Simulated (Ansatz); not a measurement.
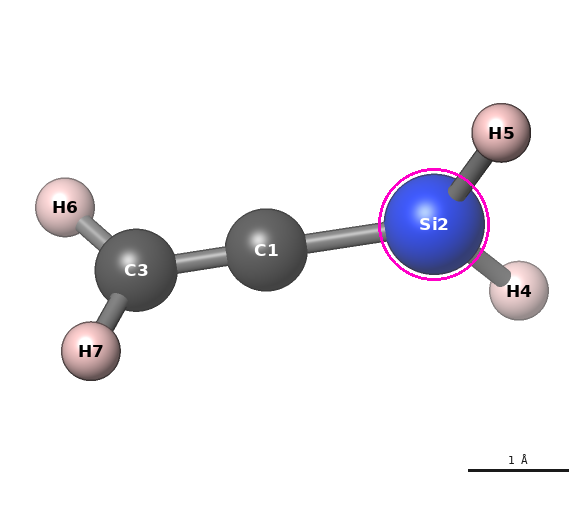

Orthographic view. Atoms fade into the background with distance from the viewer. The geometry was computed by an optimisation with PBE-D4/def2-SVP. No frequency run is at hand to confirm it as a minimum.

Q: Name the neighbours of the circled atom.

A: The circled atom is Si2; it is bonded to C1, H4, H5.

Q: Which atom is farthest from the viewer?

A: H4, 1.1 Å behind the mean position.

Q: What is the shortest path along bonds from the circled atom to H7?

A: Si2–C1–C3–H7, 3 bonds; through space the two are 3.74 Å apart.
